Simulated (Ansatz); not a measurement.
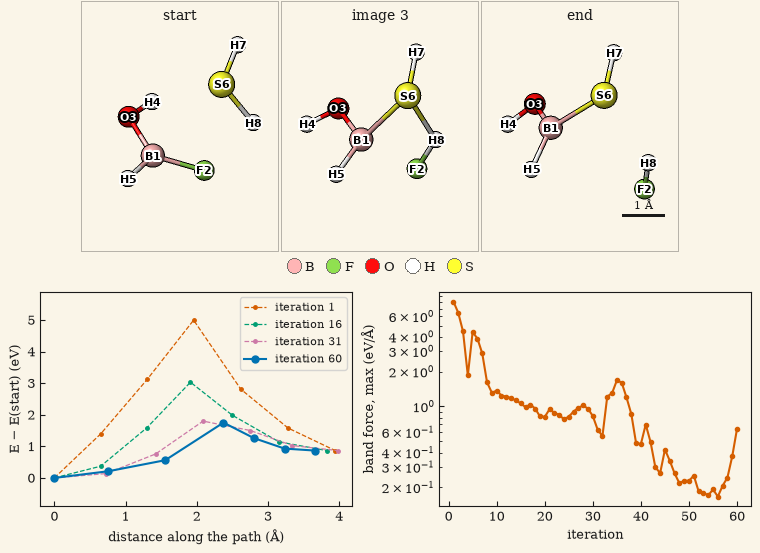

A nudged-elastic-band calculation for BH4SOF, made up at the start of BH2OF and H₂S. Images are numbered from 0 (start) to 6 (end). The plot follows the band through its iterations. The picture is a ball-and-stick view, seen from a free direction.

Computed with Ansatz 0.2.0, RKS BHLYP-D4/def2-SVP. Settings: 5 movable images; climbing image; force threshold 0.05 eV/Å; iteration limit 60; optimiser FIRE; largest step 0.5 Å; starting path through a guess of the saddle point.

Q: Did the band converge, and can the barrier be trusted?

A: The result isn't final. The band hadn't converged when the run stopped after 60 iterations. The largest component of the band force went from 8.1 to 0.64 eV/Å. The barrier read from it is provisional, though the highest image hardly moved in the last two iterations. The step length is far from the usual. The first iteration put the highest image at 4.99 eV. Forward barrier 1.75 eV, backward barrier 0.89 eV, with image 3 at the top; the reaction energy is +0.87 eV.

Limits of the set-up: the start holds two separate molecules, 2.6 Å apart at their closest, whose relative position is a soft coordinate.
